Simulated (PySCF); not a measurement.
**GeF2 (SMILES [F][Ge][F]) at B2PLYP/STO-6G**

What is the vertical ionisation energy of GeF2 at B2PLYP/STO-6G? 

The results are computed with PySCF 2.14.0.

6 further runs of the same task are left out: 6 set aside as unsound or not needed.

### 1 Starting point

GeF2: 3 atoms, total charge 0, spin state singlet. SMILES: `[F][Ge][F]`. Geometry: relaxed at PBE0-D4/def2-TZVP.

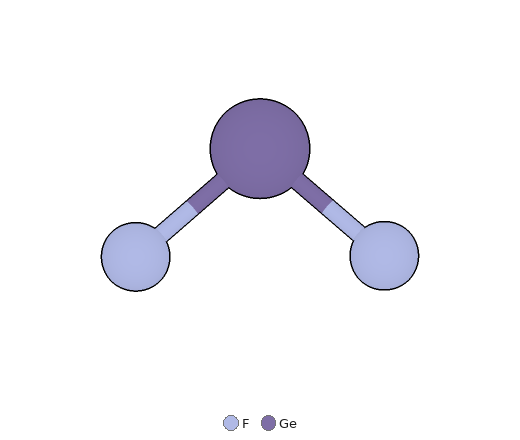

Viewed from a chosen angle; fluorine light blue, germanium purple.

### 2 The energy at B2PLYP/STO-6G

job.py reads:

```python
from pyscf import gto, dft, mp

mol = gto.M(
    atom=[
    ('F', (-0.675900, -1.101800, -0.497500)),
    ('Ge', (0.637500, -0.295200, 0.320200)),
    ('F', (0.027600, 1.332100, 0.164100)),
],
    verbose=3,
    spin=0,
    charge=0,
    basis='sto-6g',
    max_memory=1860,
)

mf = dft.RKS(mol)
mf.xc = '0.53*HF + 0.47*B88, 0.73*LYP'
mf.conv_tol = 1e-10
mf.grids.level = 5
mf.kernel()
if not mf.converged:
    mf = mf.newton().run(mf.mo_coeff, mf.mo_occ)

pt = mp.MP2(mf, frozen=11).run()
etot = mf.e_tot + 0.27 * pt.e_corr
print('PT2 part  %.8f' % (0.27 * pt.e_corr))
print('E(%s) = %.9f' % ('B2PLYP', etot))
```

Command:

```sh
$ OMP_NUM_THREADS=1 python job.py
```

Standard output:

```text
converged SCF energy = -2263.66669164171
E(RMP2) = -2263.79818877336  E_corr = -0.131497131641843
E(SCS-RMP2) = -2263.79707099407  E_corr = -0.130379352354082
PT2 part  -0.03550423
E(B2PLYP) = -2263.702195867
```

Wall time 4.2 s (1 thread of Arm Neoverse V1, shared host); peak memory 0.23 GiB.

### 3 The doublet cation at the same level

job.py reads:

```python
from pyscf import gto, dft, mp

system = gto.M(
    atom='''
F     -1.277266    -2.082100    -0.940139
Ge     1.204700    -0.557847     0.605090
F      0.052156     2.517304     0.310104
''',
    max_memory=1860,
    verbose=3,
    charge=1,
    unit='bohr',
    basis='sto-6g',
    spin=1,
)

ks = dft.UKS(system, xc='0.53*HF + 0.47*B88, 0.73*LYP')
ks.conv_tol = 1e-10
ks.grids.level = 5
ks.kernel()
if not ks.converged:
    ks = ks.newton().run(ks.mo_coeff, ks.mo_occ)

pt = mp.MP2(ks, frozen=11).run()
e_final = ks.e_tot + 0.27 * pt.e_corr
print('PT2 part  %.8f' % (0.27 * pt.e_corr))
print('E(%s) = %.9f' % ('B2PLYP', e_final))
```

Command:

```sh
$ OMP_NUM_THREADS=1 python job.py
```

Standard output:

```text
WARN: HOMO -0.544875476590068 >= LUMO -0.544875476590066

converged SCF energy = -2263.40168614973  <S^2> = 0.77398375  2S+1 = 2.0238416
E(UMP2) = -2263.55392529158  E_corr = -0.152239141845326
E(SCS-UMP2) = -2263.54813034819  E_corr = -0.146444198462826
PT2 part  -0.04110457
E(B2PLYP) = -2263.442790718
```

Wall time 8.1 s (1 thread of Arm Neoverse V1, shared host); peak memory 0.24 GiB.

### 4 Summary of results

Level: B2PLYP/STO-6G, 11 core orbitals frozen.

| quantity | value |
| --- | --- |
| singlet GeF2: total energy | -2263.70220 Eh |
| singlet GeF2: dipole moment (SCF part) | 0.52 D |
| singlet GeF2: HOMO energy (SCF part's orbitals) | -5.18 eV |
| singlet GeF2: LUMO energy (SCF part's orbitals) | 2.78 eV |
| singlet GeF2: HOMO–LUMO gap (SCF part's orbitals) | 7.96 eV |
| doublet cation: total energy | -2263.44279 Eh |
| doublet cation: HOMO energy (SCF part's orbitals) (highest over α and β) | -15.69 eV |
| doublet cation: LUMO energy (SCF part's orbitals) (lowest over α and β) | -9.21 eV |
| doublet cation: ⟨S²⟩ | 0.774 |
| vertical ionisation energy (to the doublet cation) | 7.059 eV |

What this shows: The vertical ionisation energy comes to 7.06 eV (163 kcal/mol). −ε(HOMO) before ionisation, 5.18 eV, is 1.88 eV below this ionisation energy. In a minimal basis such a difference can be off by several eV, whatever the method. Mulliken charges (singlet GeF2) run from -0.27 on F1 to +0.55 on Ge2; they depend strongly on the basis. Mulliken charges (doublet cation) run from -0.08 on F1 to +1.16 on Ge2; they depend strongly on the basis.
